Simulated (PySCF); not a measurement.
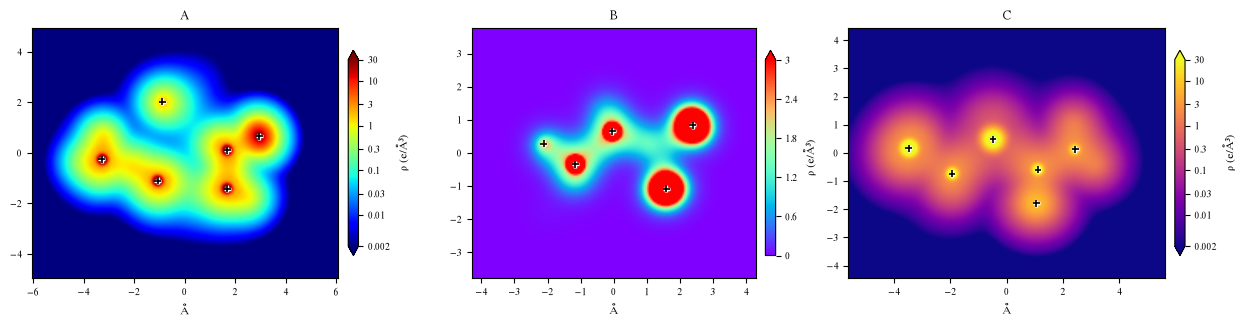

The electron density of 3 systems, each on a plane through atoms (crosses mark nuclei in the plane).

Theory: PBE0/pcSseg-1, SCF density, gas phase, non-relativistic in PySCF 2.14.0.

System 1: C5H10FO2PSi, the plane of atoms C6, C7 and F8. Geometry: GFN2-xTB.

```
atom    x (Å)    y (Å)    z (Å)
   C   2.8733   0.0645   0.9883
   O   1.7108  -0.6380   0.5576
   C   1.2121  -0.3506  -0.6409
   O   1.6568   0.4510  -1.4164
   P  -0.2321  -1.4884  -0.9111
   C  -1.1162  -0.3978  -2.1507
   C  -1.6666   0.4769  -1.0251
   F  -2.9840   0.8424  -1.1928
   C  -1.4498  -0.5003   0.1338
  Si  -0.9835   0.2120   1.8383
   H   3.4682   0.3645   0.1243
   H   2.5759   0.9494   1.5531
   H   3.4349  -0.6144   1.6258
   H  -0.4839   0.1004  -2.8841
   H  -1.9145  -0.9439  -2.6530
   H  -1.1069   1.4112  -0.9097
   H  -2.3404  -1.1313   0.2217
   H  -0.3341  -0.8270   2.6309
   H  -2.2223   0.6633   2.4717
   H  -0.1028   1.3667   1.6352
```

System 2: C4H5F3O (SMILES O=CCCC(F)(F)F), the plane of atoms C4, C3 and H10. Geometry: GFN2-xTB, MD frame at 250 fs, 400 K.

```xyz
13

O     1.2872    1.5821    0.7227
C     1.4305    0.5134    0.3209
C     0.5359   -0.6448    0.3528
C    -0.9238   -0.3237    0.5106
C    -1.7786   -0.1483   -0.7635
F    -2.8262    0.6537   -0.6433
F    -1.0609    0.4626   -1.7366
F    -2.2738   -1.3126   -1.2380
H     2.4524    0.1205    0.0657
H     0.8450   -1.1082    1.3445
H     0.8231   -1.4636   -0.3018
H    -1.0875    0.5782    1.1274
H    -1.4125   -1.1301    1.0945
```

System 3: C5H9ClOSi (SMILES C=CCC(=O)[SiH2]CCl), the plane of atoms Si6, C7 and Cl8. Geometry: GFN2-xTB.

```json
{"atom": "C", "x (Å)": "-2.3208", "y (Å)": "0.4943", "z (Å)": "-1.0710"}
{"atom": "C", "x (Å)": "-2.1518", "y (Å)": "-0.1392", "z (Å)": "0.0748"}
{"atom": "C", "x (Å)": "-1.2194", "y (Å)": "-1.2953", "z (Å)": "0.2693"}
{"atom": "C", "x (Å)": "-0.0179", "y (Å)": "-0.7593", "z (Å)": "1.0249"}
{"atom": "O", "x (Å)": "0.0635", "y (Å)": "-0.8295", "z (Å)": "2.2284"}
{"atom": "Si", "x (Å)": "1.3628", "y (Å)": "0.0877", "z (Å)": "-0.0229"}
{"atom": "C", "x (Å)": "2.5512", "y (Å)": "0.8834", "z (Å)": "1.2336"}
{"atom": "Cl", "x (Å)": "3.9006", "y (Å)": "1.6620", "z (Å)": "0.3589"}
{"atom": "H", "x (Å)": "-2.9958", "y (Å)": "1.3278", "z (Å)": "-1.1636"}
{"atom": "H", "x (Å)": "-1.8051", "y (Å)": "0.1926", "z (Å)": "-1.9680"}
{"atom": "H", "x (Å)": "-2.6763", "y (Å)": "0.1800", "z (Å)": "0.9650"}
{"atom": "H", "x (Å)": "-0.8967", "y (Å)": "-1.6924", "z (Å)": "-0.6924"}
{"atom": "H", "x (Å)": "-1.7085", "y (Å)": "-2.0705", "z (Å)": "0.8616"}
{"atom": "H", "x (Å)": "0.7846", "y (Å)": "1.1037", "z (Å)": "-0.9000"}
{"atom": "H", "x (Å)": "2.0523", "y (Å)": "-0.9509", "z (Å)": "-0.7907"}
{"atom": "H", "x (Å)": "2.9933", "y (Å)": "0.1570", "z (Å)": "1.9125"}
{"atom": "H", "x (Å)": "2.0769", "y (Å)": "1.6607", "z (Å)": "1.8294"}
```

Match each panel to its system.

Answer. Panel A is system 1, C5H10FO2PSi: the plane holds C, F and H. C–F (1.38 Å): ρ is about 2.1 e/Å³ halfway, with its minimum of 1.7 e/Å³ about 0.5 Å from C. Panel B is system 2, C4H5F3O: the plane holds C, F and H. Panel C is system 3, C5H9ClOSi: the plane holds C, O, Si and Cl. C–O (1.21 Å): the density is about 3.3 e/Å³ at the midpoint.
